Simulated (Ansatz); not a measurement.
## Hypothetical rock salt BeTe: pressure series

The reference is BeTe in the rock salt structure (space group Fm-3m, No. 225; a hypothetical phase, not in the database extracts checked).

```
BeTe
1.0
    0.00000     2.68032     2.68032
    2.68032     0.00000     2.68032
    2.68032     2.68032     0.00000
Te Be
1 1
Cartesian
  0.00000   0.00000   0.00000
  2.68032   2.68032   2.68032
```

Cell and atoms are relaxed at each pressure.

All numbers come from PBE, PAW, 420 eV (Ansatz, a quantum-chemistry and plane-wave program; no spin-orbit coupling), earlier PAW set.

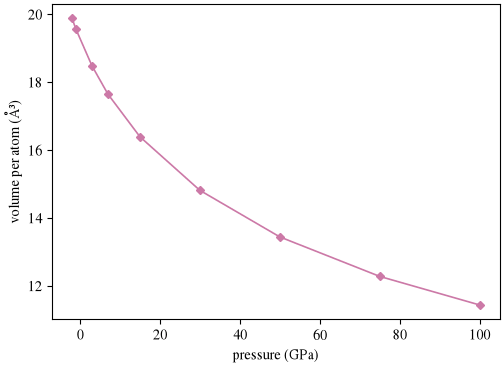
Volume against pressure

Q: Estimate the zero-pressure bulk modulus from the plot.

A: About 68 GPa; a third-order Birch–Murnaghan fit to the points gives V₀ = 19.25 Å³/atom, B₀ = 68 GPa and B₀′ = 4.0.

Load acts through the strain it causes; cell and atoms are relaxed under it. Stability against distortions was not tested. No other phases were tried under pressure. All final runs are without spin polarisation.
